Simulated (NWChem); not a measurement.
# LiF (SMILES [Li][F]): levels of theory compared

Aim: a comparison of 3 runs (HF/def2-SVP, PBE0/cc-pVTZ, MP2/6-311+G**) of LiF. 

Program for the calculation: NWChem 7.3.0.

1 further run of the same task is left out (set aside as unsound or not needed). Runs told in other sessions of the task aren't counted.

## (1) The structure to begin with

LiF: 2 atoms, total charge 0, spin state singlet. SMILES: `[Li][F]`. The shape is that of a PBE0-D4/def2-TZVP optimisation.

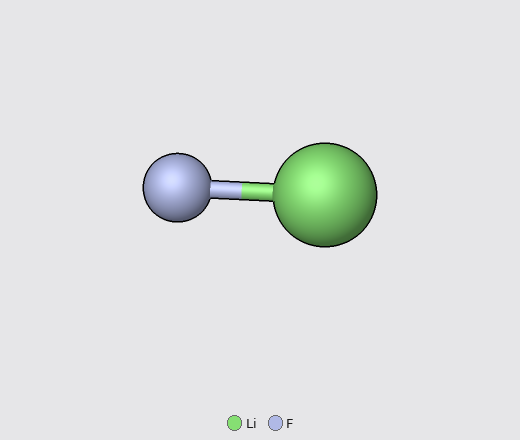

The structure, seen from a chosen angle (lithium green, fluorine light blue).

## (2) Energy and forces at HF/def2-SVP (run 1)

run.py reads:

```python
from ase import Atoms
from ase.calculators.nwchem import NWChem

mol = Atoms(['Li', 'F'], positions=[
    [-0.664430, 0.218370, -0.344950],
    [0.664430, -0.218370, 0.344950],
])

calc = NWChem(
    label='calc',
    theory='scf',
    memory='2200 mb',
    basis='def2-SVP',
    basispar='spherical bse',
    scf={'nopen': '0', 'rhf': None, 'thresh': '1e-08', 'maxiter': '80'},
)
mol.calc = calc

forces = mol.get_forces()
print("Total energy (eV):", round(mol.get_potential_energy(), 6))
print("forces (eV/A):")
for s, f in zip(mol.symbols, forces):
    print(f"{s:2s} {f[0]:10.5f} {f[1]:10.5f} {f[2]:10.5f}")
print("dipole (e A):", mol.get_dipole_moment().round(4))
```

Started as:

```console
export ASE_NWCHEM_COMMAND="nwchem PREFIX.nwi > PREFIX.nwo"
python run.py
```

What it wrote:

```text
Total energy (eV): -2907.508959
forces (eV/A):
Li    0.29964   -0.09847    0.15555
F    -0.29964    0.09847   -0.15555
dipole (e A): [-1.1049  0.3631 -0.5736]
```

The calculator wrote calc.nwi:

```
title "calc"

permanent_dir calc

scratch_dir calc

start calc

geometry units angstrom nocenter noautosym noautoz
  Li -6.6442999999999997e-01 2.1837000000000001e-01 -3.4494999999999998e-01
  F  6.6442999999999997e-01 -2.1837000000000001e-01 3.4494999999999998e-01
end

memory 2200 mb

basis spherical bse noprint
   * library def2-SVP
end

scf
  nopen 0
  rhf
  thresh 1e-08
  maxiter 80
end

task scf gradient
```

calc.nwo:

```text
Northwest Computational Chemistry Package (NWChem) 7.3.0
             --------------------------------------------------------

           Job information
           ---------------

    nwchem branch   = 7.3.0
    use scalapack   = T
    input           = calc.nwi
    prefix          = calc.
    data base       = calc/calc.db
    status          = startup
    nproc           =        1

           Memory information
           ------------------

    heap     =     72089600 doubles =      550.0 Mbytes
    stack    =     72089597 doubles =      550.0 Mbytes
    global   =    144179200 doubles =     1100.0 Mbytes (distinct from heap & stack)
    total    =    288358397 doubles =     2200.0 Mbytes
    verify   = yes
    hardfail = no

[... 101 lines left out ...]
 Convergence threshold     :          1.000E-08
[... 13 lines left out ...]
       Final RHF  results
[... 3 lines left out ...]
      One-electron energy =   -169.545891281922
[... 1 line left out ...]
 Nuclear repulsion energy =      9.160770662383
[... 24 lines left out ...]
                       ROHF Final Molecular Orbital Analysis
[... 143 lines left out ...]
                              NWChem Gradients Module
                              -----------------------

                                       calc

  wavefunction    =   RHF

                         RHF ENERGY GRADIENTS

    atom               coordinates                        gradient
                 x          y          z           x          y          z
   1 Li     -1.255591   0.412659  -0.651861   -0.005827   0.001915  -0.003025
   2 F       1.255591  -0.412659   0.651861    0.005827  -0.001915   0.003025

                 ----------------------------------------
                 |  Time  |  1-e(secs)   |  2-e(secs)   |
                 ----------------------------------------
                 |  CPU   |       0.00   |       0.04   |
                 ----------------------------------------
                 |  WALL  |       0.00   |       0.04   |
                 ----------------------------------------

 Task  times  cpu:        0.3s     wall:        0.3s
 Total times  cpu:        0.3s     wall:        0.3s
```

Wall time 1.3 s (1 thread of Intel Xeon 6975P-C (Granite Rapids), shared host); peak memory 0.096 GiB.

## (3) Energy and gradient at PBE0/cc-pVTZ (run 2)

fli.nw reads:

```
start fli
title "FLi"
memory 2200 mb
charge 0

geometry units angstrom noautosym nocenter noautoz
  Li      -0.664430       0.218370      -0.344950
  F        0.664430      -0.218370       0.344950
end

basis spherical bse
  * library cc-pVTZ
end

dft
  xc pbe0
  grid xfine
  convergence energy 1e-08
  iterations 100
  mulliken
  noprint "final vectors analysis"
end

task dft gradient
```

Started as:

```console
nwchem fli.nw > fli.out
```

What it wrote:

```text
[...]
          Wavefunction type:  closed shell.
          No. of atoms     :     2
          No. of electrons :    12
[...]
          Charge           :     0
          Spin multiplicity:     1
[...]
          AO basis - number of functions:    60
[...]
              XC Information
              --------------
                         PBE0 Method XC Functional
                     Hartree-Fock (Exact) Exchange  0.250
          PerdewBurkeErnzerhof Exchange Functional  0.750
            Perdew 1991 LDA Correlation Functional  1.000 local
           PerdewBurkeErnz. Correlation Functional  1.000 non-local
[...]
 d= 0,ls=0.0,diis     1   -107.2521801592 -1.16D+02  1.71D-02  8.36D-01     0.6
[...]
 d= 0,ls=0.0,diis     7   -107.3442595905 -9.93D-10  2.52D-07  2.25D-10     3.2
         Total DFT energy =     -107.344259590530
      One electron energy =     -169.308179206814
           Coulomb energy =       65.113633299710
    Exchange-Corr. energy =      -12.310484345809
 Nuclear repulsion energy =        9.160770662383
[...]
      Total Density - Mulliken Population Analysis
     ---------------------------------------------
    Atom       Charge   Shell Charges
 -----------   ------   -------------------------------------------------------
    1 Li   3     2.53   1.98 -0.00  0.07 -0.01  0.23  0.09  0.00  0.05  0.08  0.03
    2 F    9     9.47   1.94  0.27  1.04  0.66  1.57  2.39  1.59  0.00  0.00  0.00
[...]
  wavefunction    = closed shell
                         DFT ENERGY GRADIENTS
    atom               coordinates                        gradient
                 x          y          z           x          y          z
   1 Li     -1.255591   0.412659  -0.651861    0.003624  -0.001191   0.001881
   2 F       1.255591  -0.412659   0.651861   -0.003624   0.001191  -0.001881
[...]
```

Run time: 6.3 s. Hardware: 1 thread of Intel Xeon 6975P-C (Granite Rapids), shared host; peak memory 0.12 GiB.

## (4) Energy and gradient at MP2/6-311+G(d,p) (run 3)

nw.nw reads:

```
start nw
title "FLi gradient"
memory 2200 mb
charge 0

geometry units angstroms noautosym nocenter noautoz
  Li   -0.664430    0.218370   -0.344950
  F     0.664430   -0.218370    0.344950
end

basis spherical bse
  * library 6-311+G**
end

scf
  thresh 1e-08
  maxiter 80
  noprint "final vectors analysis"
end

mp2
  freeze core 1
  tight
end

task mp2 gradient
```

Started as:

```console
nwchem nw.nw > nw.out
```

What it wrote:

```text
[...]
  functions       =    44
[...]
  wavefunction    = RHF
[...]
         Total SCF energy =   -106.975034155035
      One-electron energy =   -169.484514480075
      Two-electron energy =     53.348709662658
 Nuclear repulsion energy =      9.160770662383
        Time for solution =      0.7s
[...]
          Total MP2 energy          -107.218226056446
[...]
                         mp2 ENERGY GRADIENTS
    atom               coordinates                        gradient
                 x          y          z           x          y          z
   1 Li     -1.255591   0.412659  -0.651861    0.009521  -0.003129   0.004943
   2 F       1.255591  -0.412659   0.651861   -0.009521   0.003129  -0.004943
[...]
```

Wall time 2.6 s (1 thread of Intel Xeon 6975P-C (Granite Rapids), shared host); peak memory 0.11 GiB.

## (5) All runs side by side

```tsv
run	level	iteration cap	module	energy (Eh)	dipole moment (D)	largest force (eV/Å)	wall time
1	HF/def2-SVP	80	scf	-106.848984	6.23	0.352	1.3 s
2	PBE0/cc-pVTZ	100	dft	-107.344260	6.14	0.219	6.3 s
3	MP2/6-311+G**	80	mp2	-107.218226	6.37	0.575	2.6 s
```

## (6) What came out

```
                                                      quantity          value
                                           run 3: total energy  -107.21823 Eh
run 3: dipole moment (of the density that the program reports)         6.37 D
             run 3: correlation energy (1 core orbital frozen)     -243.2 mEh
                               run 3: largest force on an atom     0.575 eV/Å
```

In words: The dipole moment (its size) runs from 6.14 D (PBE0/cc-pVTZ) to 6.37 D (MP2/6-311+G**). The two ends differ in method and basis. All runs together took 10 s, the longest 6.3 s.
